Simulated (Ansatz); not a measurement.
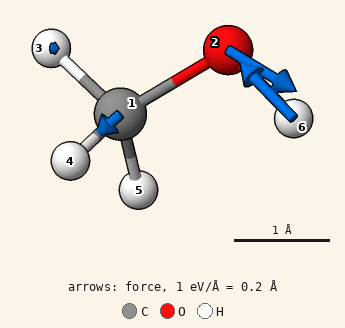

Starting geometry of CH4O with the computed forces as blue arrows. The picture is a ball-and-stick view, seen at a tilt.

These are results of RKS PBE0-D4/def2-TZVP in Ansatz, not measurements.

Input
```yaml
crystal:
  periodic: [false, false, false]
  atoms:
    - {symbol: C, position_ang: [-0.238650, 0.185903, 0.660964]}
    - {symbol: O, position_ang: [0.942697, -0.043846, -0.000429]}
    - {symbol: H, position_ang: [-0.048043, 0.457049, 1.714589]}
    - {symbol: H, position_ang: [-0.913033, -0.694594, 0.679375]}
    - {symbol: H, position_ang: [-0.834849, 1.013722, 0.225506]}
    - {symbol: H, position_ang: [0.707888, -0.306833, -1.035886]}
basis:
  gaussian: {orbitals: def2-TZVP}
hamiltonian: {xc: pbe0, dispersion: d4}
relax: {f_tol: 0.005, max_steps: 200}
```

Launched with:
```bash
ansatz run in.yaml --threads 2 --pin off --events-out ev --progress --plain --max-ram 5222MiB
```

What follows when this structure is relaxed?

Answer. It isn't relaxed: the largest force vector, on O2, is 4.74 eV/Å. The final displacements follow the starting forces only in part (cosine between the two patterns 0.82). H6 moves most after the best rigid fit: 0.092 Å. By element the largest moves are H 0.092 Å, O 0.042 Å, C 0.035 Å. Near-neighbour distances that change, for instance: O2–H6 1.094 → 0.959 Å, C1–O2 1.373 → 1.409 Å, C1–H3 1.105 → 1.090 Å, C1–H4 1.109 → 1.097 Å. Among the angles between lasting bonds that change: O2–C1–H3 110.6° → 107.0°, H4–C1–H5 105.8° → 108.6°. Over 6 geometry steps the energy falls by 0.393 eV. Largest force component: 4.6 eV/Å at the start, 0.0002 eV/Å at the end. The run took 7 s on 2 threads of Intel Xeon Platinum 8488C, with other jobs on the host.
